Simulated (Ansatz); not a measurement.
We consider bcc K, described by PBE0-D3(BJ) in Ansatz (PAW).

Settings: plane-wave cutoff 460 eV, 10×10×10 k mesh, Fermi–Dirac smearing 0.05 eV, scalar-relativistic PAW data made under PBE.

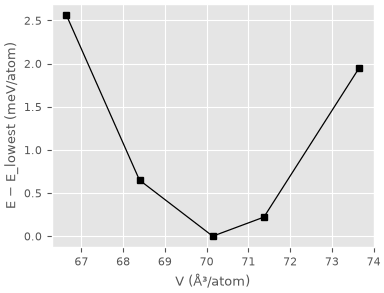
*Total energy against volume*

From the curve, estimate the equilibrium volume and the bulk modulus.

V0 ≈ 70.2 Å³/atom and B0 ≈ 4.1 GPa; the fit gives V0 = 70.249 Å³/atom, B0 = 4.08 GPa, B′ = 3.7.

Measured, for comparison: bulk modulus 3.75 GPa (corrected for temperature and zero-point phonon effects; as tabulated in Levämäki et al. (2014), arXiv:1402.3671); equilibrium volume per atom 70.79 Å³/atom (low-temperature or extrapolated to 0 K; zero-point anharmonic expansion removed; as tabulated in Csonka et al. (2009), arXiv:0903.4037). Computed (rounded) less measured: bulk modulus +9 %, equilibrium volume per atom -0.8 %.

Computed values are for the static lattice.

It cost around 70 core-minutes (rough) of CPU time.

Ansatz is a quantum-chemistry and plane-wave program.
